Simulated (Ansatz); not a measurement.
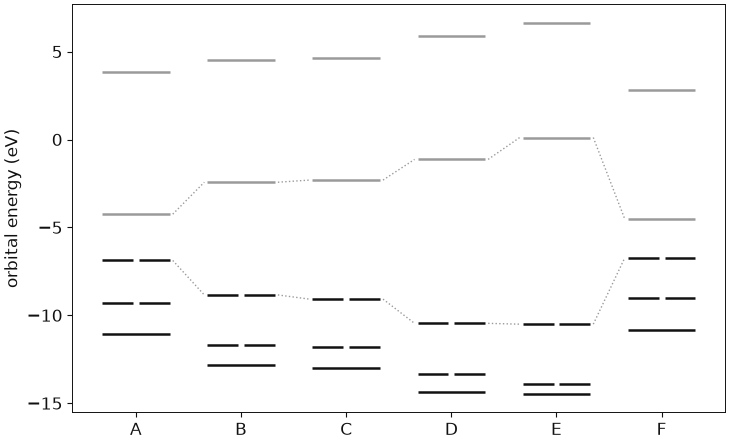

Frontier orbital energies of ICl at one geometry, def2-TZVPP, the Ansatz code, at a PBE0-D4/def2-TZVP geometry (a minimum by its frequencies). Empty levels are grey, levels within 0.1 eV stand side by side; all columns show the same few orbitals around the gap. Dotted lines join the HOMOs and the LUMOs.

**The columns come from BHLYP, CAM-B3LYP, HF, LC-wPBE, LDA (SPW92) and r2SCAN. Which is which?**

A: r2SCAN (HOMO −6.88, LUMO −4.25, separation 2.63 eV)
B: BHLYP (HOMO −8.84, LUMO −2.43, separation 6.41 eV)
C: CAM-B3LYP (HOMO −9.08, LUMO −2.31, separation 6.77 eV)
D: LC-wPBE (HOMO −10.46, LUMO −1.13, separation 9.33 eV)
E: HF (HOMO −10.51, LUMO 0.11, separation 10.62 eV)
F: LDA (SPW92) (HOMO −6.73, LUMO −4.53, separation 2.19 eV)

Limits of at least one run: core potentials past krypton; empty levels above zero depend strongly on the basis; spin-orbit coupling is left out, and with I it can shift these levels and split any degenerate set.
